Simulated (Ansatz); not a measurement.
# C2H11NOSi2: molecular dynamics (part 3 of 3)

Continued. System: C2H11NOSi2. Method: RKS r2SCAN/STO-3G (Ansatz 0.2.0). It belongs to a series of runs on one base structure; here: dynamics from the start.

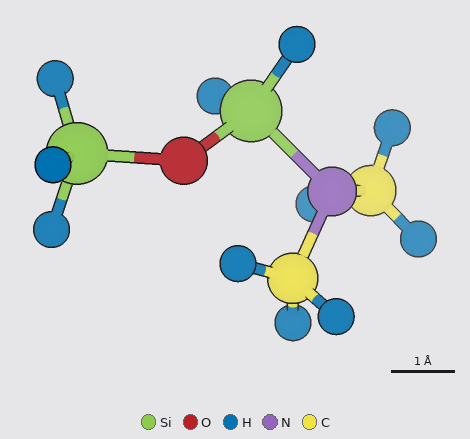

The geometry at step 343 of the log (ball-and-stick view, seen at a tilt).

## Log, continued
```
md step   252: t =   126.00 fs  T =   696.6 K  F+E_penalty+E_count = -21285.37423855 eV  E_kin = 1.350609 eV  conserved = -21284.71123432 eV  (28 SCF iters)
md step   253: t =   126.50 fs  T =   715.8 K  F+E_penalty+E_count = -21285.40914416 eV  E_kin = 1.387804 eV  conserved = -21284.71204211 eV  (27 SCF iters)
md step   254: t =   127.00 fs  T =   753.2 K  F+E_penalty+E_count = -21285.48105109 eV  E_kin = 1.460357 eV  conserved = -21284.71459781 eV  (27 SCF iters)
md step   255: t =   127.50 fs  T =   789.4 K  F+E_penalty+E_count = -21285.55084656 eV  E_kin = 1.530569 eV  conserved = -21284.71752047 eV  (27 SCF iters)
md step   256: t =   128.00 fs  T =   802.0 K  F+E_penalty+E_count = -21285.57342182 eV  E_kin = 1.555063 eV  conserved = -21284.71902034 eV  (28 SCF iters)
md step   257: t =   128.50 fs  T =   778.7 K  F+E_penalty+E_count = -21285.52418603 eV  E_kin = 1.509867 eV  conserved = -21284.71834967 eV  (27 SCF iters)
md step   258: t =   129.00 fs  T =   723.3 K  F+E_penalty+E_count = -21285.41116204 eV  E_kin = 1.402331 eV  conserved = -21284.71603895 eV  (27 SCF iters)
md step   259: t =   129.50 fs  T =   652.3 K  F+E_penalty+E_count = -21285.26796338 eV  E_kin = 1.264814 eV  conserved = -21284.71325127 eV  (28 SCF iters)
md step   260: t =   130.00 fs  T =   587.0 K  F+E_penalty+E_count = -21285.13656165 eV  E_kin = 1.138214 eV  conserved = -21284.71104449 eV  (27 SCF iters)
md step   261: t =   130.50 fs  T =   544.7 K  F+E_penalty+E_count = -21285.05092662 eV  E_kin = 1.056025 eV  conserved =
md step   342: t =   171.00 fs  T =   533.1 K  F+E_penalty+E_count = -21284.81353885 eV  E_kin = 1.033675 eV  conserved = -21284.70949196 eV  (27 SCF iters)
md step   343: t =   171.50 fs  T =   557.7 K  F+E_penalty+E_count = -21284.86094889 eV  E_kin = 1.081395 eV  conserved = -21284.71093260 eV  (27 SCF iters)
md step   344: t =   172.00 fs  T =   596.5 K  F+E_penalty+E_count = -21284.93560603 eV  E_kin = 1.156460 eV  conserved = -21284.71238987 eV  (26 SCF iters)
md step   345: t =   172.50 fs  T =   637.5 K  F+E_penalty+E_count = -21285.01416678 eV  E_kin = 1.235964 eV  conserved = -21284.71344922 eV  (27 SCF iters)
md step   346: t =   173.00 fs  T =   672.1 K  F+E_penalty+E_count = -21285.07959957 eV  E_kin = 1.303109 eV  conserved = -21284.71387027 eV  (26 SCF iters)
these checks for a lower state are left out or cut short: starts, cluster_reference, orbital_swaps, neighbouring_geometries, increment
703 factors; integrals over basis functions are off by at most 3.8e-5 eV
mean field evaluation 2752: about -21285.1252 eV, gradient 1.2e-5 eV
mean field -21285.12517230 eV, -782.2139225061 hartree, gradient 1.2e-5 eV, S^2 0.000000; 0 other end points of the search recorded, 0 dependent functions left out
the calculation of the forces begins
reference -21285.12518084 eV, -782.2139228198 hartree; 33, 33 occupied and 16, 16 virtual orbitals, 703 factors
703 factors; integrals over basis functions are off by at most 3.8e-5 eV
mean field -21285.12517230 eV, -782.2139225061 hartree, gradient 1.2e-5 eV, S^2 0.000000; 1 other end points of the search recorded, 0 dependent functions left out
the calculation of the forces begins
reference -21285.12518084 eV, -782.2139228198 hartree; 33, 33 occupied and 16, 16 virtual orbitals, 703 factors
md step   347: t =   173.50 fs  T =   696.9 K  F+E_penalty+E_count = -21285.12517230 eV  E_kin = 1.351209 eV  conserved = -21284.71358008 eV  (24 SCF iters)
```

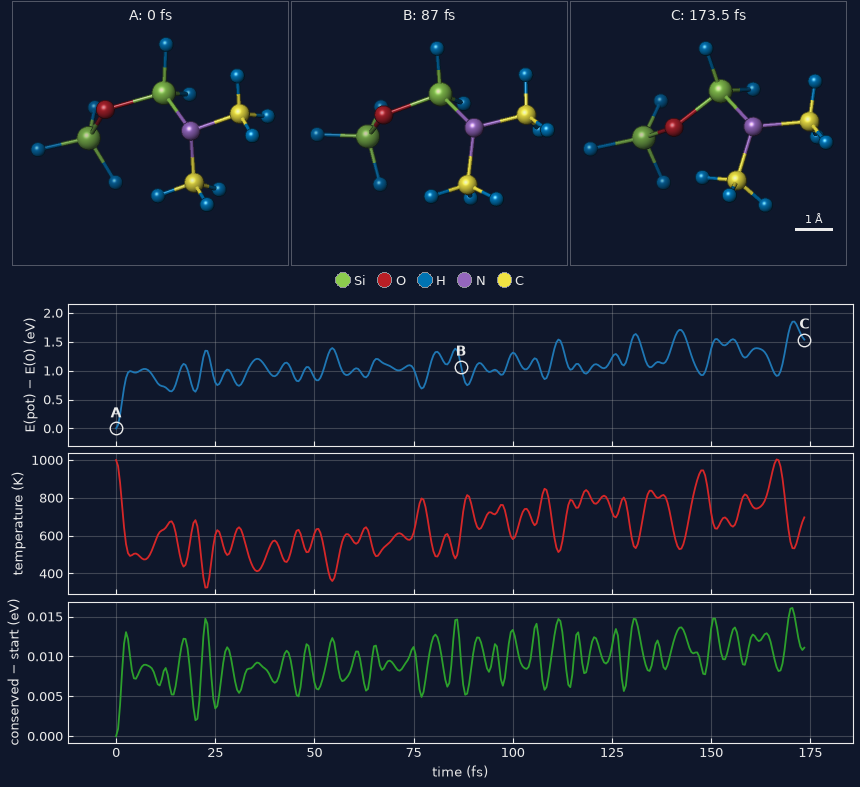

Frames of the molecular dynamics (ball-and-stick, seen at a tilt) above the curves, on which the letters mark them. The trajectory kept here has 348 frames over 173.5 fs. The temperature starts at 1000 K, ranges from 325 to 1003 K and averages 730 K over the second half. The potential energy ends 1.538 eV above its first value. The conserved quantity stays within 0.016 eV. After an unweighted best fit of the last frame on the first, the root-mean-square displacement is 1.08 Å, and H5 has moved furthest (2.45 Å).

```
Total energy: -21285.12518084 eV, -782.2139228198 hartree
Atom 0 at    -0.189079    -0.232266     0.108670 Å, force    -2.115079    -1.650988    -0.648975 eV/Å
Atom 1 at    -0.401763    -0.676138     1.704879 Å, force     0.326856     0.188343     1.235630 eV/Å
Atom 2 at    -1.156217     0.160760     3.007222 Å, force     0.712702    -0.541641    -0.769863 eV/Å
Atom 3 at    -0.401613    -0.259747     4.302370 Å, force    -0.828434     1.203317    -1.732054 eV/Å
Atom 4 at    -1.454863     1.575292     2.554023 Å, force     0.687122    -0.916224     1.026379 eV/Å
Atom 5 at    -2.447496    -0.459221     3.097864 Å, force    -0.492825    -0.090319     0.306754 eV/Å
Atom 6 at     1.168897     0.157771    -0.167694 Å, force     0.147399     0.790001    -0.130205 eV/Å
Atom 7 at    -1.376278     0.585667    -0.332465 Å, force     1.225014     0.167181     0.093129 eV/Å
Atom 8 at    -0.333815    -1.872083    -0.755771 Å, force    -0.120887    -0.586233     0.082033 eV/Å
Atom 9 at    -1.054552    -2.885277     0.192043 Å, force     2.181256     0.300386    -1.048352 eV/Å
Atom 10 at    -0.956502    -2.375893     1.190816 Å, force    -0.895356    -0.649652    -0.315426 eV/Å
Atom 11 at    -2.000169    -3.243490    -0.192133 Å, force    -1.656483     0.955048     0.256063 eV/Å
Atom 12 at    -0.530786    -3.869789     0.198163 Å, force     0.820077     0.579843     0.248547 eV/Å
Atom 13 at    -1.058752    -1.757586    -2.144017 Å, force     1.281109    -0.364876     2.620482 eV/Å
Atom 14 at    -2.076546    -1.383942    -1.864496 Å, force     0.006344    -0.314512    -1.403046 eV/Å
Atom 15 at    -0.442239    -0.983547    -2.684596 Å, force    -0.933912    -0.782494    -0.165426 eV/Å
Atom 16 at    -1.028842    -2.799389    -2.624627 Å, force    -0.344904     1.712821     0.344332 eV/Å
Dipole moment:    -0.140433     0.502432     0.208809 e Å
```

## Trajectory as extended XYZ (Å, eV, eV/Å), 6 of the 348 frames kept, from step=0 to step=347
```
17
Properties=species:S:1:pos:R:3:forces:R:3 step=0 time_fs=0.0 energy=-21286.66358 temperature=1000.0
Si   -0.2944   -0.2498    0.1612    0.0018  -0.0006   0.0049
O     0.0507   -0.4608    1.8029   -0.0039   0.0022  -0.0010
Si   -1.1512   -0.0384    2.9277    0.0007   0.0016  -0.0034
H    -2.3936   -0.7667    2.7280    0.0035   0.0019   0.0016
H    -0.6136   -0.3643    4.2300   -0.0018   0.0013  -0.0001
H    -1.4652    1.3803    2.8792    0.0002  -0.0054   0.0007
H     0.8527    0.3392   -0.4996   -0.0009   0.0023   0.0001
H    -1.4665    0.6006   -0.0517    0.0004   0.0016  -0.0016
N    -0.4868   -1.8682   -0.5680    0.0071  -0.0061   0.0036
C    -1.6796   -2.6191   -0.0615   -0.0040  -0.0034  -0.0016
H    -1.6308   -2.6752    1.0390    0.0009   0.0003   0.0006
H    -2.6573   -2.1687   -0.3441   -0.0012   0.0009   0.0003
H    -1.6625   -3.6493   -0.4598   -0.0001   0.0017   0.0001
C    -0.5325   -1.8301   -2.0645   -0.0030   0.0012  -0.0075
H    -1.4383   -1.3362   -2.4818    0.0005  -0.0001   0.0014
H     0.3550   -1.2954   -2.4430    0.0000  -0.0004   0.0017
H    -0.5101   -2.8625   -2.4577   -0.0001   0.0009   0.0002
17
Properties=species:S:1:pos:R:3:forces:R:3 step=69 time_fs=34.5 energy=-21285.50433 temperature=434.5
Si   -0.2188   -0.3697    0.2327   -3.1387  -0.5692  -1.1559
O     0.0618   -0.3284    1.8582    0.6382  -0.4931   0.4030
Si   -1.1763    0.0756    2.9158   -1.2775   0.2159  -1.3194
H    -2.5350    0.0644    2.3559    0.5130   0.4167  -0.1802
H    -1.2889   -0.8593    3.9067    0.1991  -1.8632   1.7482
H    -0.8791    1.2754    3.5898    0.2181   1.1804   0.2142
H     0.7506    0.2863   -0.4739    2.2440   0.7437  -0.9694
H    -1.4008    0.4362   -0.1054   -0.0491  -0.0977   0.3261
N    -0.4702   -1.9453   -0.6593   -0.3558  -1.9818   2.2094
C    -1.6104   -2.8601   -0.1127   -0.0676  -0.6695  -2.3426
H    -1.5353   -2.9528    0.9902   -0.5040   0.4151  -0.2955
H    -2.6432   -2.6302   -0.5601    0.9184   0.8336   1.4611
H    -1.5510   -3.9196   -0.5308    1.0465   0.9520   0.5034
C    -0.6973   -1.6545   -2.0822    0.8378   0.2760  -0.2198
H    -1.5408   -1.0361   -2.2212   -2.1684   1.4362  -0.4895
H     0.1353   -1.0850   -2.4669    0.9533   0.5632  -0.1776
H    -0.8174   -2.4645   -2.7931   -0.0074  -1.3585   0.2845
17
Properties=species:S:1:pos:R:3:forces:R:3 step=139 time_fs=69.5 energy=-21285.60312 temperature=577.7
Si   -0.2136   -0.3658    0.2053    0.0319   0.9200  -2.9677
O     0.0188   -0.4275    1.8468   -0.5758   0.1657   1.4646
Si   -1.2020    0.1425    2.9338   -1.4360  -0.5713  -0.0202
H    -2.1708    1.0454    2.2445    1.0432   0.0195   0.4571
H    -2.2157   -0.8836    3.4133    1.4513   0.4796  -0.4018
H    -0.5114    0.6902    4.1302   -0.4119  -0.1533  -0.8694
H     0.9656    0.2673   -0.4798   -0.3996  -0.9641   0.9374
H    -1.2326    0.5852   -0.4020    0.1360  -0.9223   1.1775
N    -0.3887   -2.0237   -0.6320    0.6374   2.4111  -0.9086
C    -1.4582   -2.9168   -0.1463    0.3176   0.2262   1.1505
H    -1.1629   -3.2918    0.8475   -0.3267  -0.1715  -0.0066
H    -2.4426   -2.4705   -0.1205   -1.1408   0.7019   0.5165
H    -1.5780   -3.7208   -0.8445    0.2746  -1.3770  -0.6975
C    -0.8420   -1.5890   -2.0443   -1.5482   0.3541   0.8442
H    -1.9516   -1.1022   -2.0392    2.7921  -0.9979  -0.2251
H    -0.0760   -0.8605   -2.4519   -0.9426  -0.8457   0.0390
H    -0.8966   -2.5556   -2.5964    0.0977   0.7250  -0.4898
17
Properties=species:S:1:pos:R:3:forces:R:3 step=208 time_fs=104.0 energy=-21285.60681 temperature=727.7
Si   -0.2461   -0.3586    0.1894    4.0740   1.0468  -0.1148
O    -0.0615   -0.6573    1.8494   -1.1440   0.4301   0.6360
Si   -1.2150    0.1628    2.8957    0.2079  -2.1243  -0.8136
H    -1.0499    1.5661    2.6761   -0.0320   0.6738   0.3464
H    -2.6416   -0.1894    2.4988    1.3211   0.2906   0.6605
H    -0.7944   -0.3441    4.2404   -0.6488   0.6751  -0.8807
H     1.1038    0.2064   -0.3271   -1.7230  -0.6514   0.7122
H    -1.1948    0.5701   -0.2389   -1.5031   1.1523  -0.1767
N    -0.4189   -1.8659   -0.6700   -0.3029   0.4826  -2.0413
C    -1.2802   -2.8027    0.0276    0.3581  -1.8763   2.1460
H    -0.6987   -3.1698    0.9047    0.2816  -0.2075  -0.2477
H    -2.1115   -2.3032    0.6039   -0.8434  -0.8973  -1.4126
H    -1.4367   -3.7362   -0.6064   -0.9169   1.3844   0.7537
C    -0.9013   -1.6477   -2.1013    1.5317  -1.2312   0.3120
H    -1.9400   -1.3609   -2.3212   -0.5414   0.1774   0.5898
H    -0.2438   -0.8731   -2.5289    0.0279  -0.1515  -0.3157
H    -0.7190   -2.6375   -2.5995   -0.1470   0.8263  -0.1535
17
Properties=species:S:1:pos:R:3:forces:R:3 step=278 time_fs=139.0 energy=-21285.45507 temperature=776.1
Si   -0.2118   -0.2002    0.2102   -2.6349  -2.2803  -1.0006
O    -0.2649   -0.8544    1.7526    0.1280   1.0190   0.7589
Si   -1.1673    0.1470    2.8302    2.7861  -3.1723   1.0205
H    -0.1945    0.8937    3.5909   -0.2775   0.6731   0.1679
H    -2.0999    0.7911    2.0910   -2.1393   1.9805  -1.0032
H    -1.7325   -0.8813    3.6532   -0.5139   0.1704   0.6294
H     1.0300    0.3024   -0.1667    1.3316   1.1398  -0.4961
H    -1.4470    0.6229   -0.0169    1.1234   0.0717  -0.1709
N    -0.3956   -1.7688   -0.7072    0.6013  -0.5269   3.4241
C    -1.1526   -2.8065    0.1626    0.1218   0.9406  -0.5920
H    -0.8597   -2.8312    1.2250    0.7113   0.5147  -0.1985
H    -2.2573   -2.6080    0.2106    0.3726  -0.5245  -0.6353
H    -0.8736   -3.7727   -0.2727   -0.7273  -0.4624  -0.1302
C    -0.9653   -1.7845   -2.0132   -1.9716   1.9886  -2.0657
H    -2.0089   -1.3815   -2.1392    0.0285  -0.2014   0.5175
H    -0.4229   -1.1948   -2.7438    1.0310   0.8435  -0.0847
H    -0.9953   -2.7319   -2.4917    0.0292  -2.1742  -0.1410
17
Properties=species:S:1:pos:R:3:forces:R:3 step=347 time_fs=173.5 energy=-21285.12517 temperature=696.9
Si   -0.1891   -0.2323    0.1087   -2.1151  -1.6510  -0.6490
O    -0.4018   -0.6761    1.7049    0.3269   0.1883   1.2356
Si   -1.1562    0.1608    3.0072    0.7127  -0.5416  -0.7699
H    -0.4016   -0.2597    4.3024   -0.8284   1.2033  -1.7321
H    -1.4549    1.5753    2.5540    0.6871  -0.9162   1.0264
H    -2.4475   -0.4592    3.0979   -0.4928  -0.0903   0.3068
H     1.1689    0.1578   -0.1677    0.1474   0.7900  -0.1302
H    -1.3763    0.5857   -0.3325    1.2250   0.1672   0.0931
N    -0.3338   -1.8721   -0.7558   -0.1209  -0.5862   0.0820
C    -1.0546   -2.8853    0.1920    2.1813   0.3004  -1.0484
H    -0.9565   -2.3759    1.1908   -0.8954  -0.6497  -0.3154
H    -2.0002   -3.2435   -0.1921   -1.6565   0.9550   0.2561
H    -0.5308   -3.8698    0.1982    0.8201   0.5798   0.2485
C    -1.0588   -1.7576   -2.1440    1.2811  -0.3649   2.6205
H    -2.0765   -1.3839   -1.8645    0.0063  -0.3145  -1.4030
H    -0.4422   -0.9835   -2.6846   -0.9339  -0.7825  -0.1654
H    -1.0288   -2.7994   -2.6246   -0.3449   1.7128   0.3443
```

The run was set up as follows.

## Input
```yaml
crystal:
  periodic: [false, false, false]
  atoms:
    - { symbol: Si, position_ang: [-0.294416, -0.249801, 0.16124] }
    - { symbol: O, position_ang: [0.050737, -0.460844, 1.802891] }
    - { symbol: Si, position_ang: [-1.151181, -0.038366, 2.927671] }
    - { symbol: H, position_ang: [-2.393585, -0.766749, 2.72796] }
    - { symbol: H, position_ang: [-0.613634, -0.364277, 4.229999] }
    - { symbol: H, position_ang: [-1.465199, 1.380303, 2.879152] }
    - { symbol: H, position_ang: [0.852708, 0.339218, -0.499608] }
    - { symbol: H, position_ang: [-1.466484, 0.600599, -0.05174] }
    - { symbol: "N", position_ang: [-0.486793, -1.868232, -0.568022] }
    - { symbol: C, position_ang: [-1.679608, -2.619056, -0.061528] }
    - { symbol: H, position_ang: [-1.630837, -2.675192, 1.039001] }
    - { symbol: H, position_ang: [-2.657346, -2.168672, -0.344057] }
    - { symbol: H, position_ang: [-1.662479, -3.649267, -0.459842] }
    - { symbol: C, position_ang: [-0.532546, -1.830126, -2.064508] }
    - { symbol: H, position_ang: [-1.438282, -1.336213, -2.481792] }
    - { symbol: H, position_ang: [0.354966, -1.295391, -2.442967] }
    - { symbol: H, position_ang: [-0.510119, -2.862533, -2.457651] }
basis:
  gaussian: { orbitals: STO-3G }
hamiltonian:
  xc: r2scan
md:
  timestep: 0.5
  n_steps: 347
  ensemble: nvt_nose_hoover
  temperature: 1000.0
  initial_velocities: maxwell_boltzmann
  seed: 86730
```

Launch command:
```bash
ansatz run input.yaml --threads 1 --pin off --max-ram 2048MiB --backend cpu --events-out ev --progress --plain --runs-dir out
```

## Results in brief

- outcome: finished
- mean temperature over the second half: 730 K
- trajectory: 347 steps, 173.5 fs
- ensemble: nvt_nose_hoover
- temperature in the input: 1000.0 K
- time step: 0.5 fs
- potential energy (last step): −21285.1252 eV
- mean-field energy (last step): −21285.1252 eV
- largest force (length of the vector) (last step): 2.940 eV/Å
- hardware: 1 thread of Arm Neoverse V1, 24 GiB of memory available, shared host
- wall time: 45 min
- peak memory: 0.14 GiB

## Notes

So short a trajectory is not equilibrated.
